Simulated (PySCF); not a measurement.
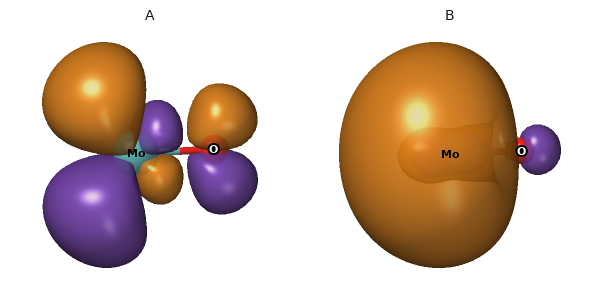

MoO (charge −1, sextet). Two frontier α-spin orbitals, each drawn at the value that holds 80 % of its norm (orange and purple are the two phases), in no order; of a degenerate pair one member is drawn.

Core potentials replace the inner electrons of Mo.

These are results of PBE0/def2-TZVPPD, non-relativistic Hamiltonian with scalar-relativistic core potentials where named, at a bond length of 1.740 Å (PySCF 2.14.0), not measurements.

> Label each orbital by symmetry, say whether it is occupied, and order them by energy.

Orbital B: σ, occupied in this spin, −0.70 eV; almost wholly on Mo.
Orbital A: π, occupied in this spin, 0.69 eV; mainly on Mo (80 %).
